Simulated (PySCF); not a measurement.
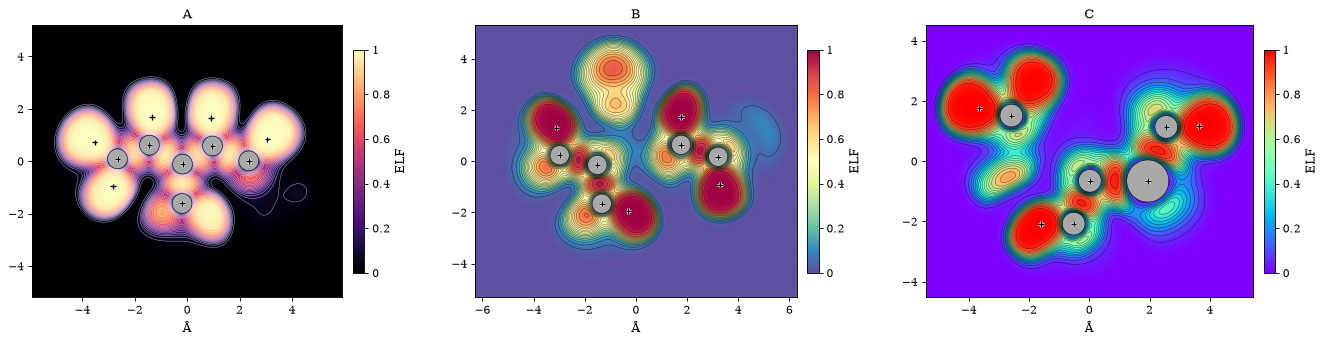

The electron localisation function of 3 systems, each on a plane through atoms (crosses mark nuclei in the plane; grey discs cover the cores).

Level of theory: PySCF 2.14.0, PBE0/pcSseg-1, SCF density, gas phase, non-relativistic.

System 1: C₇H₁₃BClN, the plane of atoms C8, C9 and H23. Geometry: GFN2-xTB.

```xyz
23

C    -0.2838   -2.0154   -0.0583
C     0.1732   -0.5647   -0.1862
C     0.4530   -0.2176   -1.6459
C    -0.9093    0.3828    0.4023
C    -0.4208    1.7364    0.3526
N    -0.0252    2.8100    0.3262
B    -1.2837    0.0051    1.9089
C    -0.2288    0.2839    3.0442
C    -0.6259   -0.1231    4.4583
Cl   -2.0566    0.8007    4.9993
H     0.4554   -2.6829   -0.4968
H    -0.4216   -2.2870    0.9866
H    -1.2278   -2.1644   -0.5784
H     1.0959   -0.4302    0.3886
H    -0.4408   -0.3576   -2.2517
H     0.7765    0.8168   -1.7419
H     1.2373   -0.8600   -2.0411
H    -1.7852    0.3344   -0.2555
H    -2.3258   -0.4713    2.1430
H     0.7224   -0.2093    2.8153
H     0.0094    1.3536    3.0442
H     0.1642    0.0873    5.1797
H    -0.8990   -1.1770    4.5108
```

System 2: C₅H₁₃FSSi, the plane of atoms C1, Si2 and C3. Geometry: GFN2-xTB.

```yaml
atoms:
  - { symbol: C, position_ang: [-2.2451, 1.6336, 0.0558] }
  - { symbol: Si, position_ang: [-1.9993, -0.2488, 0.0630] }
  - { symbol: C, position_ang: [-0.1284, -0.6280, 0.2959] }
  - { symbol: C, position_ang: [0.1076, -2.1290, 0.3641] }
  - { symbol: F, position_ang: [-0.6403, -2.6902, 1.3720] }
  - { symbol: C, position_ang: [0.7078, -0.0265, -0.8179] }
  - { symbol: S, position_ang: [2.5144, -0.2525, -0.6161] }
  - { symbol: C, position_ang: [2.8341, 0.9748, 0.6827] }
  - { symbol: H, position_ang: [-3.3024, 1.8731, 0.0191] }
  - { symbol: H, position_ang: [-1.7783, 2.1035, -0.8049] }
  - { symbol: H, position_ang: [-1.8380, 2.0978, 0.9497] }
  - { symbol: H, position_ang: [-2.4091, -0.8149, -1.2296] }
  - { symbol: H, position_ang: [-2.7352, -0.8558, 1.1705] }
  - { symbol: H, position_ang: [0.1953, -0.2031, 1.2521] }
  - { symbol: H, position_ang: [1.1551, -2.3687, 0.5782] }
  - { symbol: H, position_ang: [-0.1977, -2.6212, -0.5650] }
  - { symbol: H, position_ang: [0.5379, 1.0462, -0.9053] }
  - { symbol: H, position_ang: [0.4797, -0.5009, -1.7720] }
  - { symbol: H, position_ang: [2.4870, 1.9492, 0.3501] }
  - { symbol: H, position_ang: [2.3385, 0.6835, 1.6043] }
  - { symbol: H, position_ang: [3.9077, 0.9949, 0.8349] }
```

System 3: C₉H₁₃B (SMILES C=C/C1=C/C/C=C\BCC1), the plane of atoms C2, C3 and C10. Geometry: GFN2-xTB.

```json
{"atom": "C", "x (Å)": "3.0619", "y (Å)": "0.3935", "z (Å)": "-0.7661"}
{"atom": "C", "x (Å)": "1.9288", "y (Å)": "1.0730", "z (Å)": "-0.6249"}
{"atom": "C", "x (Å)": "0.7575", "y (Å)": "0.6695", "z (Å)": "0.1387"}
{"atom": "C", "x (Å)": "-0.2909", "y (Å)": "1.4987", "z (Å)": "0.2064"}
{"atom": "C", "x (Å)": "-1.5465", "y (Å)": "1.2802", "z (Å)": "0.9903"}
{"atom": "C", "x (Å)": "-2.4827", "y (Å)": "0.2118", "z (Å)": "0.4947"}
{"atom": "C", "x (Å)": "-2.2356", "y (Å)": "-0.7617", "z (Å)": "-0.3787"}
{"atom": "B", "x (Å)": "-0.9718", "y (Å)": "-1.2403", "z (Å)": "-1.1243"}
{"atom": "C", "x (Å)": "0.3406", "y (Å)": "-1.6909", "z (Å)": "-0.3568"}
{"atom": "C", "x (Å)": "0.7230", "y (Å)": "-0.7008", "z (Å)": "0.7547"}
{"atom": "H", "x (Å)": "3.2322", "y (Å)": "-0.5664", "z (Å)": "-0.3105"}
{"atom": "H", "x (Å)": "3.8777", "y (Å)": "0.7842", "z (Å)": "-1.3503"}
{"atom": "H", "x (Å)": "1.8401", "y (Å)": "2.0385", "z (Å)": "-1.1096"}
{"atom": "H", "x (Å)": "-0.2367", "y (Å)": "2.4430", "z (Å)": "-0.3208"}
{"atom": "H", "x (Å)": "-2.1059", "y (Å)": "2.2193", "z (Å)": "1.0278"}
{"atom": "H", "x (Å)": "-1.2922", "y (Å)": "1.0291", "z (Å)": "2.0290"}
{"atom": "H", "x (Å)": "-3.4787", "y (Å)": "0.3122", "z (Å)": "0.9164"}
{"atom": "H", "x (Å)": "-3.1017", "y (Å)": "-1.3736", "z (Å)": "-0.6319"}
{"atom": "H", "x (Å)": "-1.0535", "y (Å)": "-1.4227", "z (Å)": "-2.2824"}
{"atom": "H", "x (Å)": "0.1788", "y (Å)": "-2.6795", "z (Å)": "0.0850"}
{"atom": "H", "x (Å)": "1.1842", "y (Å)": "-1.7955", "z (Å)": "-1.0414"}
{"atom": "H", "x (Å)": "1.6917", "y (Å)": "-0.9558", "z (Å)": "1.1882"}
{"atom": "H", "x (Å)": "-0.0250", "y (Å)": "-0.7389", "z (Å)": "1.5455"}
```

Match each panel to its system.

Answer. Panel A is system 3, C₉H₁₃B: the plane holds C and H. C–C (1.33 Å): the ELF peaks at about 0.95 between the atoms (a multiple bond). Panel B is system 1, C₇H₁₃BClN: the plane holds C and H. Panel C is system 2, C₅H₁₃FSSi: the plane holds C, Si and H. C–C (1.52 Å): the ELF peaks at about 0.95 between the atoms, as expected for a shared electron pair.
